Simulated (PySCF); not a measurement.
SMILES ClC[SiH2]Br (CH₄BrClSi), B3LYP/def2-SVP optimised geometry. Atoms within 1.6 Å of the plane z = 1.0 Å (x, y, z in Å): Cl1 (2.32, -0.97, 0.00), C2 (0.51, -0.97, 0.00), Si3 (-0.07, 0.83, 0.00), Br4 (-2.32, 0.85, -0.01), H5 (0.16, -1.52, 0.89), H7 (0.41, 1.52, 1.23).

Level of theory: B3LYP/def2-TZVP run with PySCF.

Map of the electrostatic potential (hartree/e), clipped to [-0.08, 0.12] on the plane z = 1.0 Å:

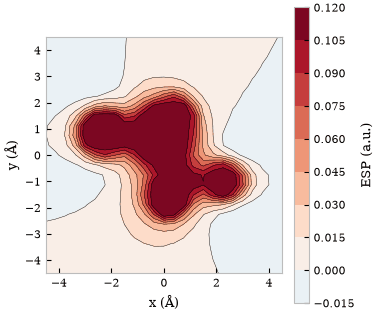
*Electrostatic potential (hartree/e), clipped to [-0.08, 0.12] on the plane z = 1.0 Å.*
